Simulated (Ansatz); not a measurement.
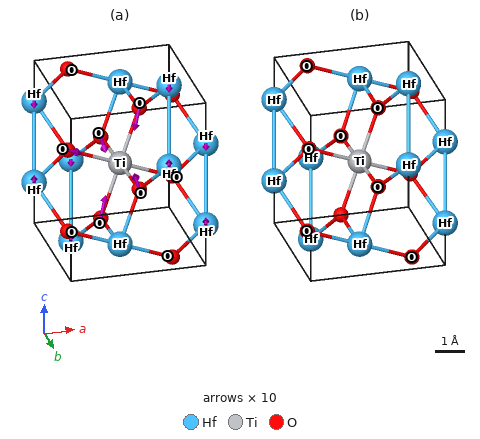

The structure of a crystal of Hf3TiO8 (a generated structure, set up in Cmmm) (coarse preliminary run) before (left) and after (right) a relaxation, at one scale. The purple arrows give the displacements (the part carried along by the change of the cell is left out), magnified 10 times.

The picture is a ball-and-stick view of the cell of the calculation, seen from a free direction.

These are results of Ansatz, DFT PBE, scalar-relativistic, plane waves, PAW, not measurements. Set-up: plane-wave cutoff 420 eV; k-point mesh 4 × 4 × 4; occupations gaussian; smearing width 0.1 eV; collinear spin; cell and atoms relaxed; force threshold 0.04 eV/Å; at most 70 steps.

Summarise the run.

Answer. The largest moves relative to the cell, 0.083 Å, are those of O atoms. By element the largest moves are O 0.083 Å, Hf 0.029 Å. Ti stays in place. The drawn cell changes as follows: a = b 4.838 → 4.820 Å (−0.4 %), c 6.225 → 6.345 Å (+1.9 %); the volume changes by +1.2 %. Some distances before and after: Hf–Hf 3.112 → 3.230 Å, O–Ti 2.082 → 2.014 Å, Hf–Ti 3.112 → 3.172 Å, O–Ti 2.053 → 1.993 Å. Among the angles between lasting bonds that change: O–Hf–O 98.6° → 103.9°, O–Hf–O 81.4° → 76.1°, Hf–O–Hf 130.7° → 126.8°. The space group stays Cmmm (No. 65). The energy falls by 39.2 meV per atom in 4 accepted moves (5 points after the start). Largest force component: 1.8 eV/Å at the start, 0.019 eV/Å at the end. Pressure: 5.40 GPa at the start and 0.14 GPa at the end. At 1 point the geometry stayed and the basis and grid were re-selected for the new cell (energy shift of 0.8 meV per atom at most each time). The program noted that the starting moments weren't kept. Cost: 2.2 min on 4 threads of Intel(R) Xeon(R) Processor @ 2.50GHz (Skylake/Cascade Lake) (shared host), peak memory 0.9 GiB.
